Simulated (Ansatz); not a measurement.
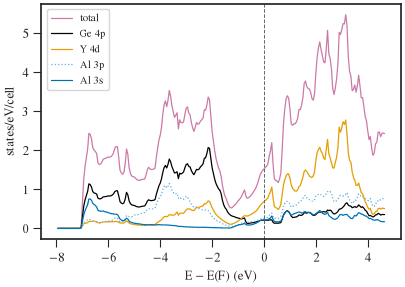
Figure: Total and projected density of states of YAl2Ge2 in space group P-3m1 (No. 164; Y on 1a, Al on 2d, Ge on 2d), DFT-r²SCAN in the program Ansatz with PAW potentials

Which orbitals carry the states next to the Fermi level?

Within 0.5 eV of the Fermi level: Y 4d 45 %, Al 3p 18 %, Al 3s 14 %, Ge 4p 13 %, outside the projected shells 5 %. Projections are on Löwdin-orthogonalised atomic valence shells; empty p or d shells of many metals are not among them.

Where is the tallest occupied peak in this window, and what makes it?

Near -3.6 eV, about 3.5 states/eV per cell; the largest projected share is Ge 4p.

The workflow started from a Materials Project entry (that database holds measured and hypothetical structures alike); the Crystallography Open Database files this formula in space group No. 164, but the cells were not matched. Its standing as an ambient phase is unchecked. The cell was relaxed with r²SCAN under the symmetry of its start; its stability against distortions is not shown here. No spin polarisation was allowed. Scalar-relativistic: spin–orbit coupling is off unless named, which matters more the heavier the elements.

Potentials: the earlier of the program's two PAW sets.
